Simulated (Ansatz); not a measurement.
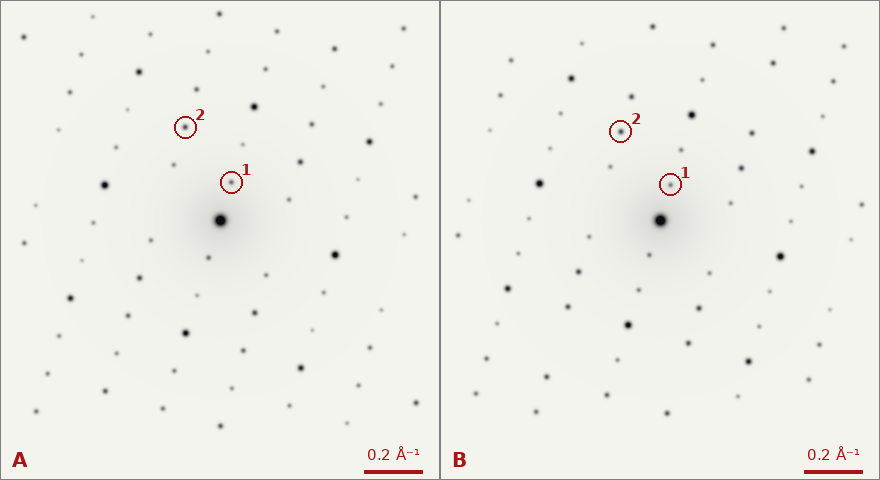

Kinematic electron diffraction patterns (200 kV, B = 0.5 Å², same scale) along [010] of the run's own cell, for the start and the end of one relaxation of Tl2Zn with Ansatz 0.2.0, DFT PBE, scalar-relativistic, plane waves, PAW. k mesh 8×8×6. The start is a generated model structure, and the relaxation ends in the nearest stationary point of its symmetry, not necessarily the ground state. Spot 1 is 0 0 -1 and spot 2 is -1 0 -2 in both.

Start structure:

```yaml
crystal:
  lattice:
    - [4.78896, 0.00000, 0.00000]
    - [0.00000, 4.78896, 0.00000]
    - [0.00000, 0.00000, 7.31414]
  atoms:
    - { symbol: Zn, position: [0.00000, 0.50000, 0.74360] }
    - { symbol: Zn, position: [0.50000, 0.00000, 0.25640] }
    - { symbol: Tl, position: [0.00000, 0.00000, 0.00000] }
    - { symbol: Tl, position: [0.50000, 0.50000, 0.00000] }
    - { symbol: Tl, position: [0.00000, 0.50000, 0.34972] }
    - { symbol: Tl, position: [0.50000, 0.00000, 0.65028] }
```

Question: Which pattern belongs to the start structure, and which to the relaxed one?

Answer: A is the start: its cell gives d(1) = 7.314 Å, d(2) = 2.907 Å and an angle of 37.4°. B is the relaxed structure, with d(1) = 7.878 Å (+7.7 %), d(2) = 2.987 Å (+2.8 %) and 40.7°.

Question: Name reflections whose intensity changes strongly on relaxation.

Answer: 1 0 4 fades out of sight; 0 0 5 goes from 5.5 to 9.9 % of the strongest spot.

Question: What did the relaxation do to the structure and the energy?

Answer: The volume changed by -1.4 % to 27.56 Å³ an atom; with the mean shift removed, the atoms moved by up to 0.10 Å relative to the cell (Zn most); the space group stayed P4/nmm (No. 129); the free energy fell by 6.9 meV an atom. Relaxed cell: a = 4.582 Å, b = 4.582 Å, c = 7.878 Å, α = 90.00°, β = 90.00°, γ = 90.00°.
